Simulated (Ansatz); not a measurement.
O4Ti (triplet)

Input file:

```
crystal:
  periodic: [false, false, false]
  atoms:
    - {symbol: Ti, position_ang: [0.098775, -0.042225, 0.033082]}
    - {symbol: O, position_ang: [-1.697578, 0.157319, -0.920687]}
    - {symbol: O, position_ang: [-1.600231, 1.092148, -0.020329]}
    - {symbol: O, position_ang: [1.896918, -0.168709, -0.029823]}
    - {symbol: O, position_ang: [1.302124, -1.038521, 0.937756]}
basis:
  gaussian: {orbitals: def2-TZVP, initial_orbitals: start.molden}
magnetization: {spin_polarized: true, initial_magnetization: 2}
hamiltonian: {xc: pbe0, dispersion: d4}
scf: {omitted_lower_state_checks: [starts]}
output: {orbitals: {seedname: orbitals}}
```

Launched as:

```sh
ansatz run in.yaml --threads 4 --pin off --events-out ev --progress --plain --max-ram 4787MiB
```

Geometry: PBE0-D4/def2-SVP.

Theory: UKS PBE0-D4/def2-TZVP in Ansatz 0.2.0.

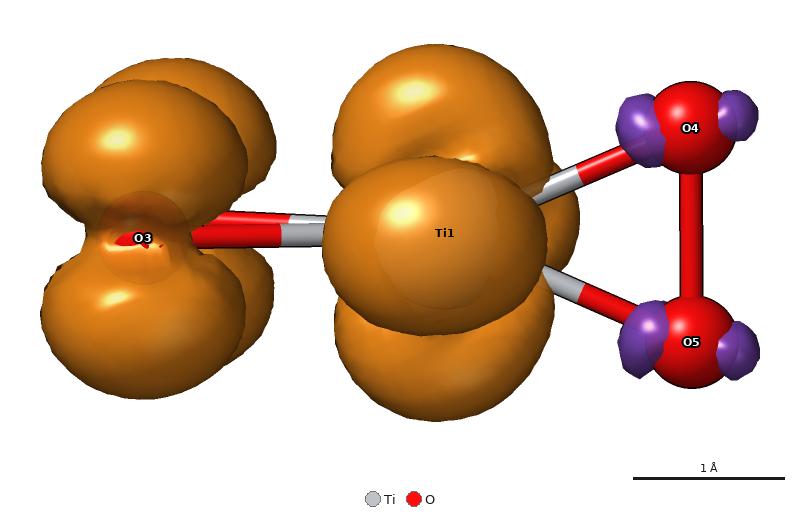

Figure 1. Isosurfaces of the spin density (α minus β) at +0.04 (orange) and −0.04 e/Å³ (purple), seen across its widest extent.

Q: Where is the unpaired spin?

A: The unpaired spin (2 electrons) lies mostly on Ti1 (about 1.0), O2 (about 0.5) and O3 (about 0.5), in electrons by Hirshfeld's partition.

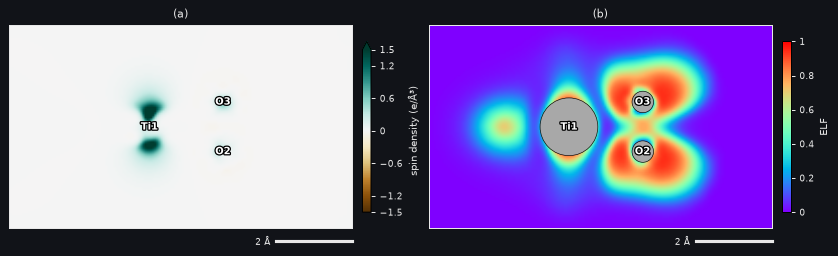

Figure 2. (a) spin density; (b) ELF on the plane of atoms O2, Ti1 and O3. Grey discs cover the atomic cores in the ELF map.

Q: Interpret the plot.

A: Atoms in the plane: Ti and O. O–O (1.30 Å): the ELF peaks at about 0.75 between the atoms; a covalent bond. Ti–O (2.04 Å): the ELF is about 0.15 at the midpoint.

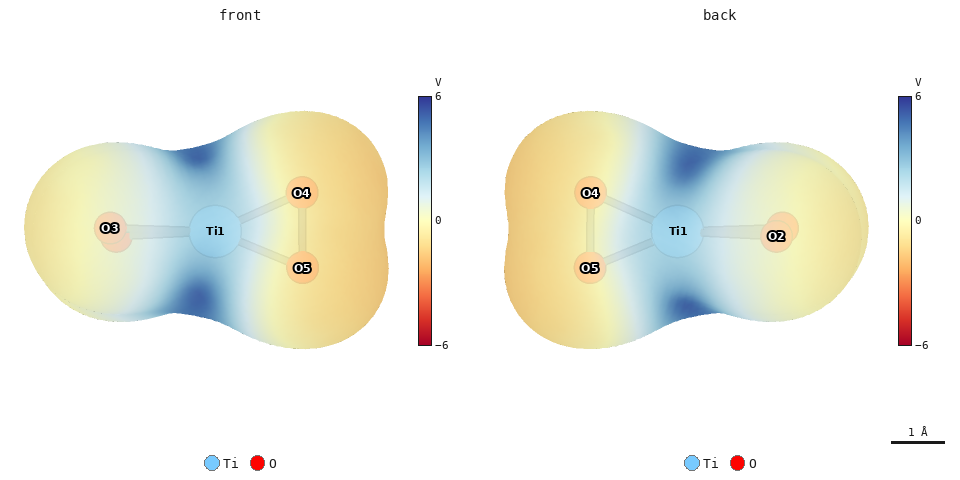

Figure 3. The molecular electrostatic potential painted on the density surface at 0.002 e/bohr³, seen from the front and from behind; the colour scale runs from red (negative) to blue (positive).

Q: Where is the surface potential most negative and most positive?

A: The most negative region (about −1.5 V) lies over O4 and O5, the most positive (about +5.0 V) over Ti1.
